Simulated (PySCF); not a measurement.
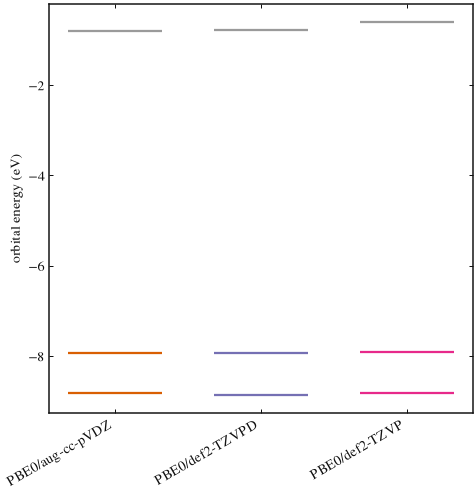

Frontier orbital energies of CH₇ClSi₂, SMILES C[SiH2][SiH2]Cl at one geometry, PySCF 2.14.0, at a PBE0-D3(BJ)/def2-SVP geometry (no frequency check). Empty levels are grey, levels within 0.1 eV stand side by side; all columns show the same few orbitals around the gap.

How do the frontier levels move from column to column?

The separation grows from 7.14 eV (PBE0/aug-cc-pVDZ) to 7.31 eV (PBE0/def2-TZVP).

```csv
level,HOMO (eV),LUMO (eV),separation (eV)
PBE0/aug-cc-pVDZ,−7.93,−0.79,7.14
PBE0/def2-TZVPD,−7.94,−0.79,7.15
PBE0/def2-TZVP,−7.92,−0.61,7.31
```

Caveats, for all or some of the runs: empty levels above zero depend strongly on the basis; one conformer of a flexible molecule.
